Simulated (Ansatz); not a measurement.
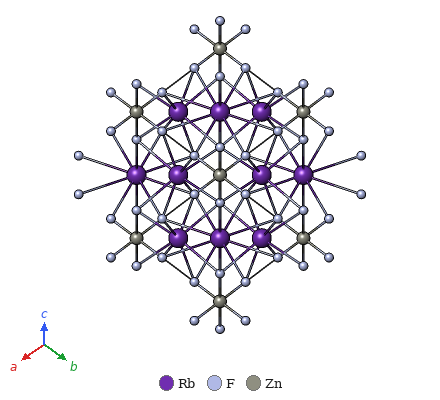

Rb3ZnF6 (I4/mmm, No. 139): the geometry relaxed with DFT, PAW plane waves, r2scan in Ansatz 0.2.0; the starting structure was generated, so it need not be a known form of this composition.

```
CELL_PARAMETERS angstrom
6.06197 0.00000 0.00000
0.00000 6.06197 0.00000
0.00000 0.00000 9.93250
ATOMIC_POSITIONS crystal
Rb 0.50000 0.50000 0.00000
F 0.50000 0.50000 0.71979
F 0.00000 0.00000 0.78021
Rb 0.50000 0.00000 0.75000
Rb 0.00000 0.50000 0.75000
F 0.30650 0.00000 0.00000
F 0.00000 0.30650 0.00000
F 0.69350 0.00000 0.00000
F 0.00000 0.69350 0.00000
Zn 0.00000 0.00000 0.00000
Rb 0.00000 0.00000 0.50000
F 0.00000 0.00000 0.21979
F 0.50000 0.50000 0.28021
Rb 0.00000 0.50000 0.25000
Rb 0.50000 0.00000 0.25000
F 0.80650 0.50000 0.50000
F 0.50000 0.80650 0.50000
F 0.19350 0.50000 0.50000
F 0.50000 0.19350 0.50000
Zn 0.50000 0.50000 0.50000
```

### What will a HAADF-like image along [111] show? Simulation: incoherent imaging, intensity Z^1.8 per atom, probe width 0.68 Å, thin sample. The probe carries 15 % of its weight in a tail 2.5 times as wide. Shot noise was added.

The columns repeat on a centred rectangular net of 6.49 × 8.57 Å (plane group c2mm). The brightest columns hold 1 Rb per repeat; in falling brightness follow 1 Zn (about 70 %). Brightness is counted from the darkest point of the image. The F columns make no clear peak of their own: they are too faint or too near a brighter column. The shortest distance between visible columns is 2.14 Å in projection. Along the beam the structure repeats every 6.56 Å.

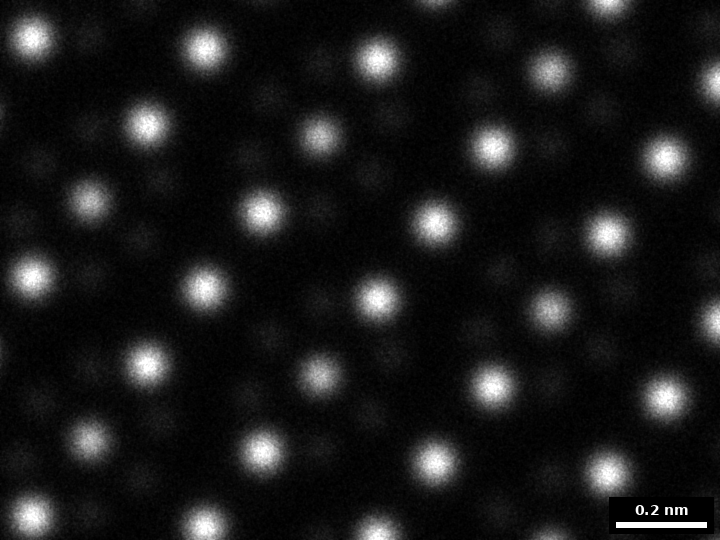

The simulated image.
